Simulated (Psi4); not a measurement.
# One shape, several levels: singlet [SiPH4]−

We compute a comparison of 5 runs (HF/3-21G, B3LYP/6-31G*, DSD-PBEP86/def2-SVPD, wB97X-V/def2-SVPD, MP3/def2-SVPD) of singlet [SiPH4]−. 

The calculation is run with Psi4 1.11.

## 1. The system as given

[SiPH4]−: 6 atoms, total charge -1, spin state singlet. SMILES of the parent species: `[SiH2]P`. Geometry: relaxed at GFN2-xTB. This is one conformer, not always the lowest. That shape belongs to the parent species and isn't relaxed for this state.

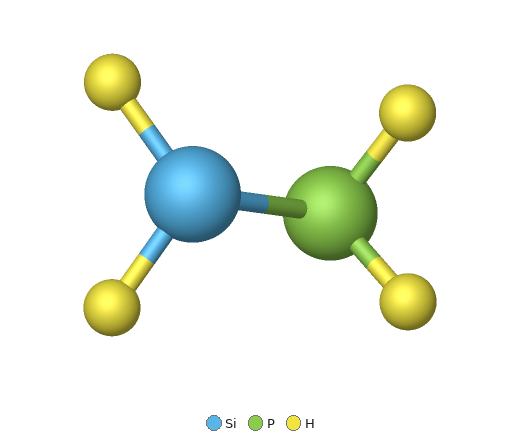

The structure, seen from a chosen angle (silicon blue, phosphorus green, hydrogen yellow).

## 2. Energy and gradient at HF/3-21G (run 1)

job.dat reads:

```
memory 1600 MB

molecule geom {
  -1 1
  Si     0.24003301    -1.86349673    -0.19777874
  P     -0.63999355     2.21097957     0.26875685
  H     -0.56808947    -3.25921065     2.05587085
  H     -1.09464275    -2.86163117    -2.41185745
  H      0.82142615     3.05597060    -1.72966632
  H      1.24126660     2.71738837     2.01469371
  units au
  symmetry c1
}

set basis 3-21G
set reference rhf
set puream true
set e_convergence 1e-09
set d_convergence 1e-08
set scf_type pk

e_tot, wfn = gradient("scf", return_wfn=True)
```

Run with:

```console
$ psi4 -i job.dat -o job.out -n 1
```

job.out:

```text
[...]
  Running in c1 symmetry.
[...]
  Nuclear repulsion =   83.322954453196203
[...]
  Multiplicity = 1
[...]
  Nalpha       = 17
  Nbeta        = 17
[...]
    Number of basis functions: 34
[...]
   @RHF iter   1:  -628.59588178000479   -4.15072e-01   6.77975e-03 ADIIS/DIIS
[...]
   @RHF iter  10:  -628.64968059449643   -1.38698e-11   9.09717e-09 DIIS
[...]
    Orbital Energies [Eh]
    ---------------------
    Doubly Occupied:
       1A    -79.170173     2A    -68.027523     3A     -7.246883
       4A     -5.841185     5A     -5.131543     6A     -5.131123
       7A     -5.128556     8A     -3.937004     9A     -3.936201
      10A     -3.932817    11A     -0.683172    12A     -0.464197
      13A     -0.346654    14A     -0.258044    15A     -0.248557
      16A     -0.189007    17A     -0.019588
[...]
  @RHF Final Energy:  -628.64968059449643
   => Energetics <=
    Nuclear Repulsion Energy =             83.3229544531962034
    One-Electron Energy =               -1044.5608198777865709
    Two-Electron Energy =                 332.5881848300940078
    Total Energy =                       -628.6496805944964308
[...]
  -Total Gradient:
     Atom            X                  Y                   Z
    ------   -----------------  -----------------  -----------------
       1       -0.070899083354     0.043186326350     0.012207378532
       2        0.042738810527    -0.038725442088    -0.008341249331
       3        0.022965606535     0.004634619343    -0.014889021582
       4        0.025895599724     0.002464524233     0.009762969292
       5       -0.008587672909    -0.007219150329     0.016406108108
       6       -0.012113260521    -0.004340877508    -0.015146185020
[...]
```

It took 1.4 s on 1 thread of Intel Xeon 6975P-C (Granite Rapids), shared host; peak memory 0.18 GiB.

## 3. Energy and forces at B3LYP/6-31G(d) (Cartesian functions) (run 2)

job.dat reads:

```
memory 1600 MB

molecule {
  -1 1
  Si     0.127020    -0.986120    -0.104660
  P     -0.338670     1.170000     0.142220
  H     -0.300620    -1.724700     1.087920
  H     -0.579260    -1.514310    -1.276300
  H      0.434680     1.617150    -0.915300
  H      0.656850     1.437980     1.066130
  symmetry c1
}

set basis 6-31G*
set puream false
set e_convergence 1e-09
set d_convergence 1e-08
set scf_type pk
set dft_radial_points 99
set dft_spherical_points 590

e_tot, wfn = gradient('b3lyp', return_wfn=True)
oeprop(wfn, 'DIPOLE', 'QUADRUPOLE', 'MULLIKEN_CHARGES', title='B3LYP')
```

Run with:

```console
$ psi4 job.dat job.out -n 1
```

job.out:

```text
[...]
  Running in c1 symmetry.
[...]
  Nuclear repulsion =   83.322954502856035
[...]
  Multiplicity = 1
[...]
  Nalpha       = 17
  Nbeta        = 17
[...]
    Number of basis functions: 46
[...]
   @RKS iter   1:  -633.06489616494912   -1.91104e-01   8.85979e-03 ADIIS/DIIS
[...]
   @RKS iter  10:  -633.21847017700759   -2.61480e-12   5.10205e-09 DIIS
[...]
  @RKS Final Energy:  -633.21847017700759
   => Energetics <=
    Nuclear Repulsion Energy =             83.3229545028560352
    One-Electron Energy =               -1048.7377361537555771
    Two-Electron Energy =                 369.1835036637808685
    DFT Exchange-Correlation Energy =     -36.9871921898888658
    Empirical Dispersion Energy =           0.0000000000000000
    VV10 Nonlocal Energy =                  0.0000000000000000
    Total Energy =                       -633.2184701770074753
[...]
  -Total Gradient:
     Atom            X                  Y                   Z
    ------   -----------------  -----------------  -----------------
       1       -0.063821774850     0.022239111761     0.009476848172
       2        0.044732764919    -0.019216773987    -0.006798083772
       3        0.021435245577     0.004038674300    -0.012978918997
       4        0.023963882701     0.002173929775     0.008187600012
       5       -0.011529168166    -0.005965213593     0.015672231172
       6       -0.014780947781    -0.003269823406    -0.013559675380
[...]
```

Run time: 6.3 s. Hardware: 1 thread of Intel Xeon 6975P-C (Granite Rapids), shared host; peak memory 0.63 GiB.

Runs 3 to 4 aren't shown in full; the table further down has their settings and results.

## 4. A single-point energy at MP3/def2-SVPD (run 5)

input.inp reads:

```
memory 1600 MB

molecule geom {
  -1 1
  Si
  P 1 2.21961
  H 1 1.4665 2 109.73048
  H 1 1.466478 3 109.14001 2 -120.27962
  H 2 1.384327 1 96.40713 4 -73.69386
  H 2 1.384371 5 92.61215 1 96.73827
  symmetry c1
  no_reorient
  no_com
}

set basis def2-SVPD
set puream true
set e_convergence 1e-09
set d_convergence 1e-08
set scf_type pk
set num_frozen_docc 10
set mp_type conv

e_tot, wfn = energy("mp3", return_wfn=True)
```

Run with:

```console
$ psi4 -i input.inp -o input.out -n 1
```

input.out:

```text
[...]
  Running in c1 symmetry.
[...]
  Nuclear repulsion =   83.322966104473281
[...]
  Multiplicity = 1
[...]
  Nalpha       = 17
  Nbeta        = 17
[...]
    Number of basis functions: 80
[...]
   @RHF iter   1:  -631.68444392802496   -4.17308e-01   2.98177e-03 ADIIS/DIIS
[...]
   @RHF iter  12:  -631.75144061347828   -7.84439e-12   4.00649e-09 DIIS
[...]
  @RHF Final Energy:  -631.75144061347828
   => Energetics <=
    Nuclear Repulsion Energy =             83.3229661044732808
    One-Electron Energy =               -1047.9005452735300423
    Two-Electron Energy =                 332.8261385555786092
    Total Energy =                       -631.7514406134781666
[...]
 Multipole Moments:
 ------------------------------------------------------------------------------------
     Multipole            Electronic (a.u.)      Nuclear  (a.u.)        Total (a.u.)
 ------------------------------------------------------------------------------------
 L = 1.  Multiply by 2.5417464519 to convert [e a0] to [Debye]
 Dipole X            :          0.5798302           -0.3951874            0.1846428
 Dipole Y            :          0.3254715           -0.2170299            0.1084416
 Dipole Z            :          3.1497021           -1.8037667            1.3459354
 Magnitude           :                                                    1.3628627
[...]
	SCS-MP2 Total Energy (a.u.)        :  -632.01195866423757
	SOS-MP2 Total Energy (a.u.)        :  -632.01615313507295
[...]
	SOS-PI-MP2 Total Energy (a.u.)     :  -632.03651563673407
[...]
	MP2 Total Energy (a.u.)            :  -632.00356972256736
[...]
	SCS-MP3 Total Energy (a.u.)        :  -632.02184272205352
[...]
	MP3 Total Energy (a.u.)            :  -632.04310595383117
[...]
```

Wall time 6 s (1 thread of Intel Xeon 6975P-C (Granite Rapids), shared host); peak memory 0.47 GiB.

## 5. The series

```
run                                                   level  Cartesian functions         integration grid  energy (Eh)  HOMO energy (eV)  LUMO energy (eV)  HOMO–LUMO gap (eV)  wall time
  1                                                HF/3-21G                   no                        –  -628.649681             -0.53              9.75               10.28      1.4 s
  2                      B3LYP/6-31G* (Cartesian functions)                  yes  99 radial × 590 angular  -633.218470              1.67              5.79                4.11      6.3 s
  3  DSD-PBEP86/def2-SVPD (density fitting for correlation)                   no  99 radial × 590 angular  -632.417470             -0.08              5.98                6.06      8.4 s
  4                                       wB97X-V/def2-SVPD                   no  99 radial × 590 angular  -632.921418             -0.87              6.36                7.24       53 s
  5                                           MP3/def2-SVPD                   no                        –  -632.043106             -0.67              6.76                7.42        6 s
```

## 6. Results

| quantity | value |
| --- | --- |
| run 5: total energy | -632.04311 Eh |
| run 5: HOMO energy (Hartree–Fock orbitals) | -0.67 eV |
| run 5: LUMO energy (Hartree–Fock orbitals) | 6.76 eV |
| run 5: HOMO–LUMO gap (to an unbound level, set by the basis) | 7.42 eV |
| run 5: correlation energy (10 core orbitals frozen) | -291.7 mEh |

In words: Over runs 1, 2, 3, 4 the HOMO–LUMO gap runs from 4.11 eV (B3LYP/6-31G*) to 10.28 eV (HF/3-21G). The two ends differ in method and basis. The empty levels of an anion lie above zero and hang on the basis. Totals of different functionals can't be ranked against each other. In run 2 the HOMO lies above zero, so the outermost electron may be held by the basis alone. All runs together took 76 s, the longest 53 s.
